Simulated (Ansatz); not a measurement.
# CCSDTQ/STO-3G run of SiO2 (silicon dioxide molecule)

What is the energy change on altering one bond length of SiO2 (silicon dioxide molecule) at CCSDTQ/STO-3G? 

The results are computed with Ansatz 0.2.0.

35 further runs of the same task are left out: 5 that didn't finish, 30 set aside as unsound or not needed.

### Step 1. The structure to begin with

SiO2 has 3 atoms, charge 0, and is taken as a singlet. As SMILES, `O=[Si]=O`. Geometry: relaxed at PBE0-D4/def2-TZVP.

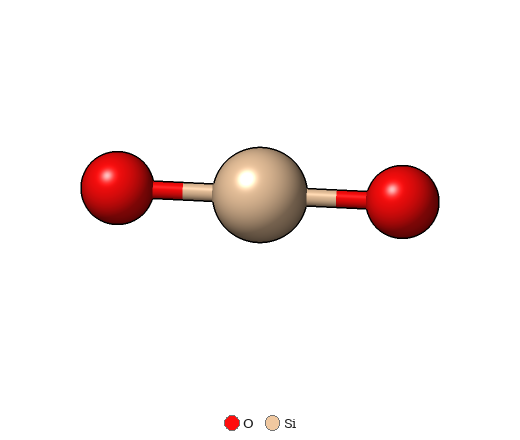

Viewed from a chosen angle; oxygen red, silicon light orange.

### Step 2. The energy at CCSDTQ/STO-3G

The input, job.yaml:

```yaml
crystal:
  periodic: [false, false, false]
  atoms:
    - {symbol: O, position_ang: [0.697730, 1.229600, 0.518760]}
    - {symbol: Si, position_ang: [-0.000010, 0.000000, -0.000000]}
    - {symbol: O, position_ang: [-0.697730, -1.229610, -0.518760]}
basis:
  gaussian: {orbitals: STO-3G}
scf: {omitted_lower_state_checks: [cluster_reference, increment]}
correlation: {method: ccsdtq, frozen_orbitals: {O: 1, Si: 5}}
accuracy: high
magnetization: {spin_polarized: false, initial_magnetization: 0}
```

Command:

```
$ ansatz run job.yaml --threads 1 --pin off --max-ram 3480MiB --events-out events.jsonl --progress --plain --runs-dir runs
```

The program printed, cut to the lines that bear on the results:

```text
Warning: RAYON_NUM_THREADS=1 ignored (pool sized by the plan → 1); use --threads N
Functional definition: HF
  name "HF"
[...]
325 factors; integrals over basis functions are off by at most 2.9e-8 eV
[...]
mean field -11786.24377430 eV, -433.1364697024 hartree, gradient 1.7e-8 eV, S^2 0.000000; 0 other end points of the search recorded, 0 dependent functions left out
7 core orbitals not correlated: weight in the atoms' cores, before any rotation towards them, 1.000 or more for the frozen orbitals, at most 0.000 for the correlated occupied ones
reference -11786.24377430 eV, -433.1364697024 hartree; 8, 8 occupied and 4, 4 virtual orbitals, 325 factors
second order -5.63809202 eV of doubles, -0.00000000 eV of singles
cycle   1  -4.17462168 eV  change     1.5e0 eV  update   3.1e-1
[...]
cycle  32  -6.20045113 eV  change   2.4e-11 eV  update  3.4e-10
Total energy: -11792.44422543 eV, -433.3643320788 hartree
Checks for a lower state left out: cluster_reference, increment
```

It took 8.4 s on 1 thread of Arm Neoverse V2, shared host; peak memory 0.47 GiB.

### Step 3. The distorted shape

The input, molecule.yaml:

```yaml
crystal:
  periodic: [false, false, false]
  atoms:
    - {symbol: O, position_ang: [0.872151, 1.536975, 0.648439]}
    - {symbol: Si, position_ang: [-0.000010, 0.000000, -0.000000]}
    - {symbol: O, position_ang: [-0.697730, -1.229610, -0.518760]}
basis:
  gaussian:
    orbitals: STO-3G
correlation:
  method: ccsdtq
  frozen_orbitals: {O: 1, Si: 5}
accuracy: high
scf:
  omitted_lower_state_checks: [cluster_reference, increment]
```

Command:

```
$ ansatz run molecule.yaml --threads 1 --pin off --max-ram 3480MiB --events-out events.jsonl --progress --plain --runs-dir runs
```

The program printed:

```text
Warning: RAYON_NUM_THREADS=1 ignored (pool sized by the plan → 1); use --threads N
[... 13 lines left out ...]
7 core orbitals not correlated: weight in the atoms' cores, before any rotation towards them, 1.000 or more for the frozen orbitals, at most 0.000 for the correlated occupied ones
[... 44 lines left out ...]
Total energy: -11791.51521344 eV, -433.3301915177 hartree
Checks for a lower state left out: cluster_reference, increment
```

Run time: 9 s. Hardware: 1 thread of Arm Neoverse V2, shared host; peak memory 0.37 GiB.

### Step 4. Results

Level: CCSDTQ/STO-3G, 7 core orbitals frozen.

```
                                                          quantity          value
                                         first shape: total energy  -433.36433 Eh
          first shape: correlation energy (7 core orbitals frozen)     -227.9 mEh
                                        first shape: T1 diagnostic          0.036
                                     distorted shape: total energy  -433.33019 Eh
      distorted shape: correlation energy (7 core orbitals frozen)     -223.3 mEh
                                    distorted shape: T1 diagnostic          0.069
energy change with the O1–Si2 bond stretched from 1.506 to 1.882 Å       0.929 eV
```

What this shows: With the O1–Si2 bond stretched from 1.506 to 1.882 Å the energy rises by 0.93 eV (89.6 kJ/mol). The first shape isn't relaxed at this level, so the change isn't measured from a minimum. The minimal basis adds a large error of its own. The restricted solution (distorted shape) is unstable to spin breaking: an unrestricted one lies lower.
